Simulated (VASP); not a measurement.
Band structure of As (a7). These are rev-vdW-DF2, VASP's PBE PAW potentials (set 64) (plane waves; VASP) values and carry that method's errors.

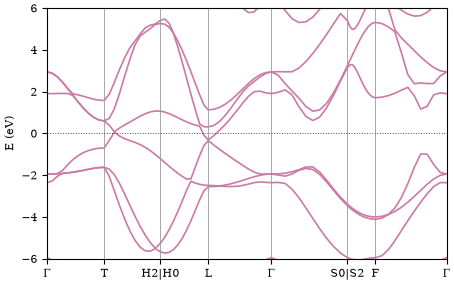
Fig. 1. Bands along high-symmetry lines, zero at the valence-band maximum or, without a gap, the Fermi level

Read the plot: is there a gap, and where are the band edges?

It has no gap at this level: it comes out as a metal or semimetal. (Edges off the drawn lines would not show.)

The compound is As in the a7 structure. It was relaxed first.
